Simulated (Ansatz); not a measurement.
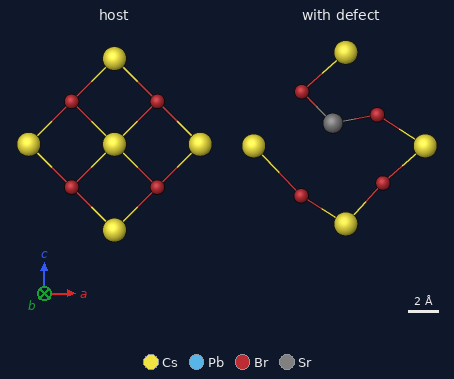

Left: perfect CsPbBr$_{3}$. Right: the same region with one point defect, after relaxing the atoms in a supercell of 40 sites. A ball-and-stick model of the atoms within 6.0 Å of one point, in a slice 5.0 Å thick across the line of sight, seen along the b axis.

These are results of DFT, PBEsol, PAW, plane waves (Ansatz), not measurements. Set-up: plane-wave cutoff 420 eV; k-point mesh 1 × 1 × 1; mesh shifted by (0.25, 0.25, 0.25); no spin polarisation. Fermi-Dirac smearing of 0.01 eV. A uniform background neutralises the charged cell. The axes drawn are those of the host's conventional cell.

Q: What kind of defect was made?

A: A caesium atom is replaced by strontium.

The charge state of the cell is +1.

Q: How does the lattice respond?

A: In the host the Cs atom has ; the Sr atom ends with 6 Br at 3.04 to 3.17 Å. Of the host's atoms, a bromine atom moves furthest from its site, by 1.04 Å. The Sr atom itself moves 1.56 Å from where it was put.

Limits of the set-up: the cell is charged, on a uniform background, and energies carry no finite-size correction.
